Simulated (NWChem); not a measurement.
# AlHSF2 (SMILES [F][Al]([F])[SH]) at SVWN5/aug-cc-pVDZ

Aim: the electronic atomisation energy of AlHSF2 at SVWN5/aug-cc-pVDZ, from 5 runs. 

The results are computed with NWChem 7.3.0.

**1. Starting point**

The species is AlHSF2 (5 atoms), meant as a singlet with charge 0. As SMILES, `[F][Al]([F])[SH]`. Geometry: relaxed at PBE0-D4/def2-TZVP.

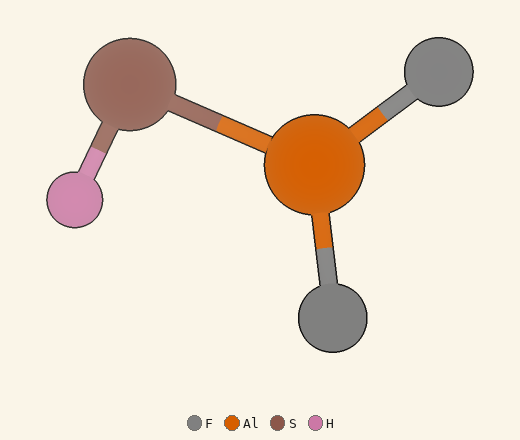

The structure, seen from a chosen angle (fluorine grey, aluminium orange, sulfur brown, hydrogen pink).

**2. The energy at SVWN5/aug-cc-pVDZ (run 1)**

run.nw reads:

```
start run
title "AlF2HS SVWN5"
memory stack 880 mb heap 220 mb global 1100 mb

geometry units angstroms noautosym nocenter noautoz
   F     0.892200    0.387900    1.495500
   Al    0.340300   -0.464700    0.211000
   F     0.820600   -2.015600    0.014600
   S    -1.003400    0.425700   -1.216000
   H    -0.999700    1.593000   -0.546400
end

basis spherical bse
   F library aug-cc-pVDZ
   Al library aug-cc-pVDZ
   S library aug-cc-pVDZ
   H library aug-cc-pVDZ
end

dft
   xc slater vwn_5
   mult 1
   grid fine
   convergence energy 1e-08
   iterations 100
   mulliken
   print low
end

task dft energy
```

Run with:

```console
$ nwchem run.nw > run.out
```

The program printed:

```text
[...]
 d= 0,ls=0.0,diis     1   -837.3046157548 -1.04D+03  1.95D-02  1.51D+00     6.4
[...]
 d= 0,ls=0.0,diis    11   -837.4395827116 -1.81D-09  1.34D-07  6.96D-10    45.9
         Total DFT energy =     -837.439582711585
      One electron energy =    -1564.621790833901
           Coulomb energy =      589.268841301345
    Exchange-Corr. energy =      -61.983506074127
 Nuclear repulsion energy =      199.896872895097
[...]
      Total Density - Mulliken Population Analysis
     ---------------------------------------------
    Atom       Charge   Shell Charges
 -----------   ------   -------------------------------------------------------
    1 F    9     9.56   2.01  0.87  1.04  0.08  3.32  2.04  0.18  0.00  0.01
    2 Al  13    11.89   2.00  2.04  0.51  0.12 -0.00  6.03  0.78  0.06 -0.01  0.39 -0.02
    3 F    9     9.57   2.01  0.87  1.04  0.08  3.32  2.04  0.18  0.00  0.02
    4 S   16    16.07   2.00  2.06  0.93  0.84  0.04  6.01  2.40  1.70  0.05  0.04 -0.01
    5 H    1     0.91   0.66  0.16  0.01  0.03  0.04
[...]
```

Run time: 47 s. Hardware: 1 thread of Intel Xeon Platinum 8488C (Sapphire Rapids), shared host; peak memory 0.12 GiB.

**3. The Al atom (run 2)**

al.xyz reads:

```xyz
1

Al     0.000000     0.000000     0.000000
```

al.nw reads:

```
START al
memory total 2200 mb

GEOMETRY units angstroms noautosym nocenter noautoz
  load format xyz al.xyz
END

BASIS "ao basis" spherical bse
  * library aug-cc-pVDZ
END

DFT
  xc slater vwn_5
  mult 2
  grid fine
  convergence energy 1e-08
  iterations 100
  mulliken
  noprint "final vectors analysis"
END

TASK dft
```

Run the same way, it converges to -241.30390 Eh (log not shown).

Runs 3 to 4 aren't shown in full; the table further down has their settings and results.

**4. The S atom at the same level (run 5)**

s.nw reads:

```
START s
TITLE "S energy"
memory stack 880 mb heap 220 mb global 1100 mb
charge 0
GEOMETRY noautosym nocenter noautoz
S     0.000000    0.000000    0.000000
END
BASIS spherical bse
* library aug-cc-pVDZ
END
DFT
xc slater vwn_5
mult 3
grid fine
convergence energy 1e-08
maxiter 100
mulliken
print low
END
TASK dft energy
```

Run the same way, it converges to -396.71960 Eh (log not shown).

**5. All runs side by side**

```
run               level  partner  energy (Eh)  wall time
  1   SVWN5/aug-cc-pVDZ     base  -837.439583       47 s
  2  USVWN5/aug-cc-pVDZ    atoms  -241.303898      4.5 s
  3  USVWN5/aug-cc-pVDZ    atoms   -99.074778      1.2 s
  4  USVWN5/aug-cc-pVDZ    atoms    -0.478010     0.67 s
  5  USVWN5/aug-cc-pVDZ    atoms  -396.719601      3.6 s
```

**6. Results**

Level: SVWN5/aug-cc-pVDZ.

| quantity | value |
| --- | --- |
| S atom: total energy | -396.71960 Eh |
| S atom: ⟨S²⟩ | 2.002 |
| electronic atomisation energy | 21.457 eV |

In words: Taking the molecule apart into free atoms costs 21.46 eV (2070 kJ/mol), before zero-point energy and without spin-orbit coupling. All runs together took 57 s, the longest 47 s.
